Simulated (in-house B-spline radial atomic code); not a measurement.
# Run report: I⁵⁺, RPA and GW calculation

I⁵⁺, configuration [Kr] 4d10 5s2. Computed at this level: RPA, second-order and SOSEX correlation energies and G0W0 (contour deformation) on a non-relativistic mean field, all electrons, B-spline basis (in-house B-spline radial atomic code).

**The input**
```
Z = 53
electrons = 48.0
configuration = [Kr] 4d10 5s2
hamiltonian = nr
method = slater
lmax = 9
spin_polarised = False
box_radius = 10.43
intervals = 73
ion_configuration = [Kr] 4d10 5s1
```

Hardware: 1 thread of Intel Xeon (Granite Rapids), 96 GiB of memory available, shared host.

Launched within a batch (the task file carries these settings):
```bash
python <driver script> task.json out
```

The program writes its results to a structured record and prints no log; tables and figures of this report are taken from that record.

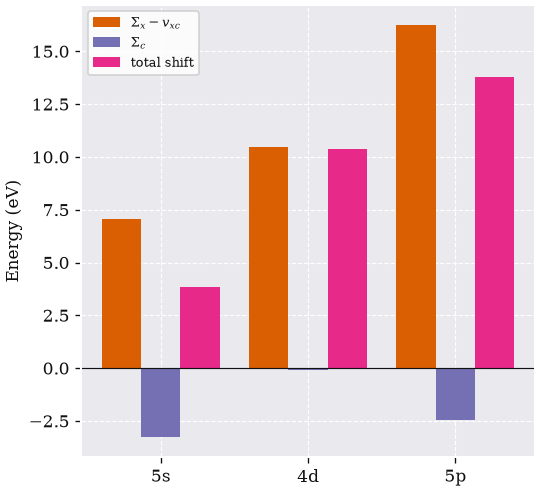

Parts of the G₀W₀ correction to each level for I⁵⁺ ([Kr] 4d¹⁰ 5s²). All-electron spherical atom, non-relativistic, Slater potential start, no spin-orbit coupling, Breit or QED terms; computed with a B-spline radial code. The quasi-particle equation is solved at full frequency; levels of low quasi-particle weight Z are left out. Σ columns are in eV, and Σc holds an estimate for the angular momenta beyond the basis. G₀W₀ moves the highest occupied level, 5s, from −74.84 to −71.00 eV (renormalisation factor Z = 0.94). The empty level 5p goes from −62.59 to −48.81 eV.

```
Level  Mean field (eV)  Σx − vxc (eV)  Σc (eV)     Z  G₀W₀ (eV)
   5s           −74.84           7.08    −3.25  0.94     −71.00
   4d          −125.90          10.47    −0.11  0.96    −115.53
   5p           −62.59          16.23    −2.46  0.93     −48.81
```

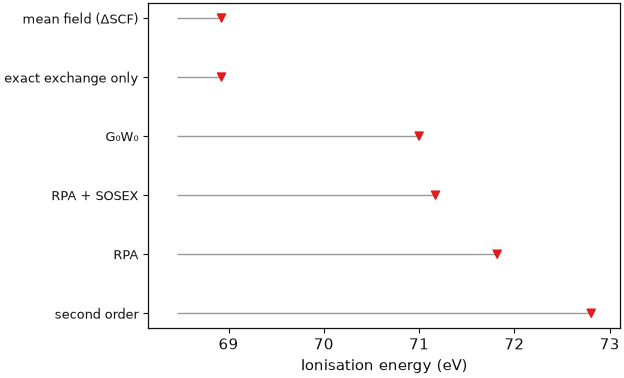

The ionisation energy of I⁵⁺ ([Kr] 4d¹⁰ 5s² → [Kr] 4d¹⁰ 5s) across levels of theory. Differences of total energies, each species on its own start, beside the G₀W₀ level. The values run from 68.93 eV (mean field (ΔSCF) and exact exchange only) to 72.81 eV (second order).

```
             Method  Ionisation energy (eV)
  mean field (ΔSCF)                   68.93
exact exchange only                   68.93
       second order                   72.81
                RPA                   71.82
        RPA + SOSEX                   71.17
               G₀W₀                   71.00
```

**Key numbers**

| quantity | value |
| --- | --- |
| outcome | converged |
| mean-field total energy | −6912.22031 hartree |
| total energy with exact exchange alone | −6912.22031 hartree |
| exact exchange energy | −173.85505 hartree |
| RPA correlation, extrapolated in the angular momentum of the empty orbitals | −3.84021 hartree |
| RPA correlation, as summed | −3.77564 hartree |
| direct second-order term | −4.38461 hartree |
| second-order exchange term | 1.19530 hartree |
| SOSEX term | 1.10752 hartree |
| wall time | 7.8 s |

**Remarks**

Relativity is left out, which matters for an atom this heavy. To bear in mind: relativity is absent.
